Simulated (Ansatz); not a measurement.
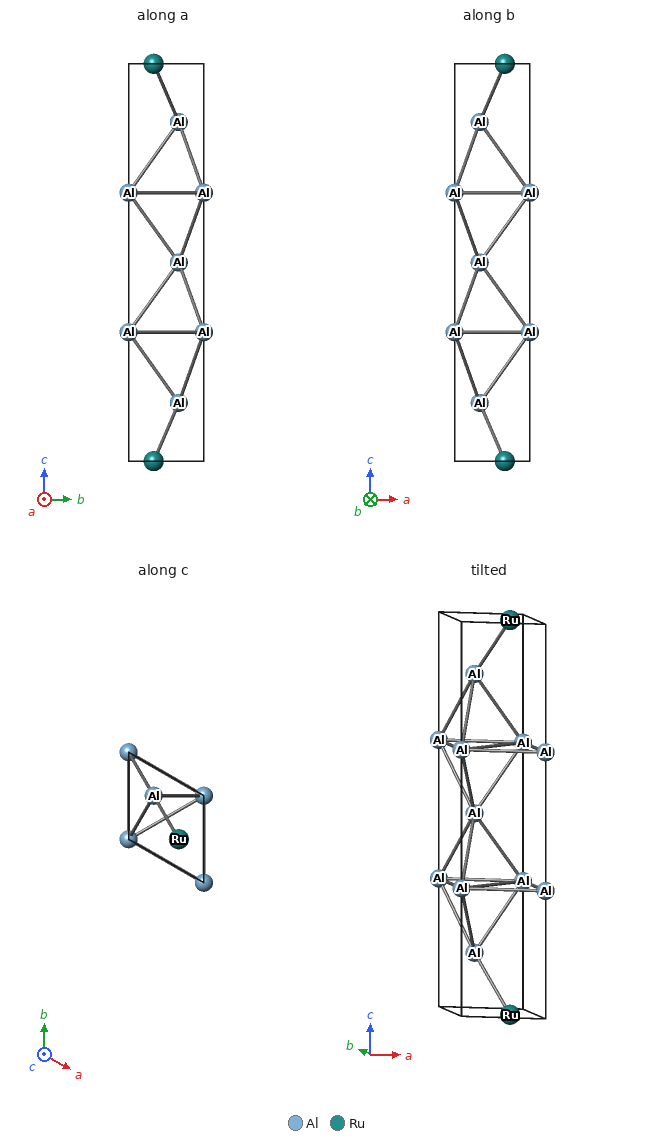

Ball-and-stick drawing of the structure, looking along the a axis, along the b axis, along the c axis and slightly off an axis. The conventional unit cell is outlined; an atom on or near a face, edge or corner is repeated at each equivalent position.

Lattice parameters: a = 2.888 Å, b = 2.888 Å, c = 13.187 Å, α = 90.00°, β = 90.00°, γ = 120.00°. Put a along x and b in the xy plane.

Give the structure in the form of a POSCAR file, with free fractional coordinates to two decimals.

```
Al Ru
1.0
     2.888    0.000    0.000
    -1.444    2.501    0.000
     0.000    0.000   13.187
Al Ru
5 1
Direct
  0.00 0.00 0.68
  0.3333 0.6667 0.85
  0.3333 0.6667 0.15
  0.00 0.00 0.32
  0.3333 0.6667 0.50
  0.6667 0.3333 0.00
```

Provenance: a structure type filled with these elements by a generator (whether the compound takes this form wasn't checked). A relaxation with Ansatz, DFT PBE, scalar-relativistic, plane waves, PAW gave the geometry drawn.
